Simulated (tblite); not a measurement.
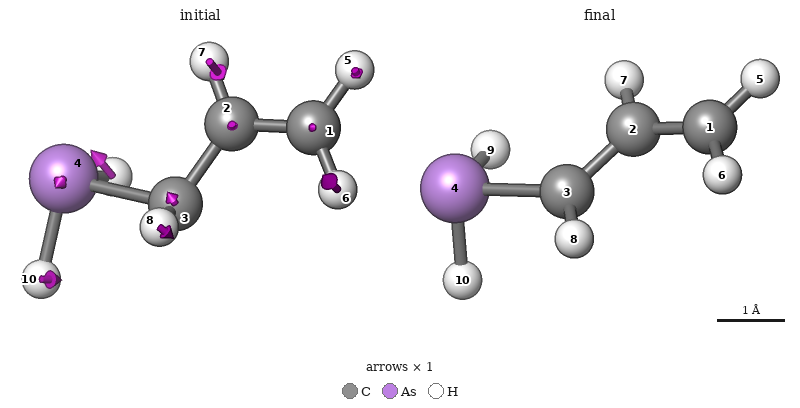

The structure of C₃H₆As (multiplicity 2) before (left) and after (right) a relaxation, at one scale. The purple arrows give the displacements, at their true length.

The picture is a ball-and-stick view, seen from a free direction.

Level of theory: GFN2-xTB geometry optimisation, gas phase in tblite 0.8.0. 

What changed between the two?

The energy falls by 71.5 kJ/mol in 80 geometry steps. The atom that moves furthest after the best rigid fit is H9 (0.61 Å). By element the largest moves are H 0.61 Å, As 0.26 Å, C 0.25 Å. Among the contacts that change: C2–C3 1.483 → 1.388 Å, As4–H9 1.578 → 1.499 Å, C3–As4 1.978 → 1.918 Å, As4–H10 1.565 → 1.506 Å. Among the angles between lasting bonds that change: C2–C3–As4 110.8° → 124.6°, As4–C3–H8 108.7° → 117.0°, C2–C3–H8 110.0° → 117.5°. Cost: 0.23 s on 1 thread of Arm Neoverse V2, on a shared host.
